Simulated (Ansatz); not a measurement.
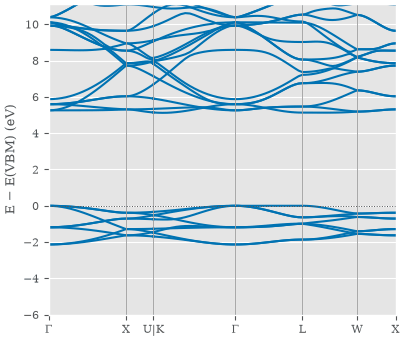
*Band structure from DFT-r²SCAN in the program Ansatz with PAW potentials*

Read off the gap and where the band edges lie.

About 5.1 eV (5.12 eV by a search for the band edges); maximum at L, minimum on the K–Γ line, 11 % of the way from K.

Which compound is it?
A. La2Zr2O7, Fd-3m (La on 16c, Zr on 16d, O on 8a, O on 48f)
B. Si3N4, Fd-3m (Si on 16c, Si on 8b, N on 32e)
C. C, Fd-3m (C on 8b, C on 32e)
D. MgO, rock salt

C, C, Fd-3m (C on 8b, C on 32e)

The start of the workflow was typed in or built on a structure type. Its sites differ from those of the usual phase in this space group: another stacking or structure type. Symmetry was held in the r²SCAN relaxation; whether a distortion lowers the energy is not shown.

Potentials: the earlier of the program's two PAW sets.
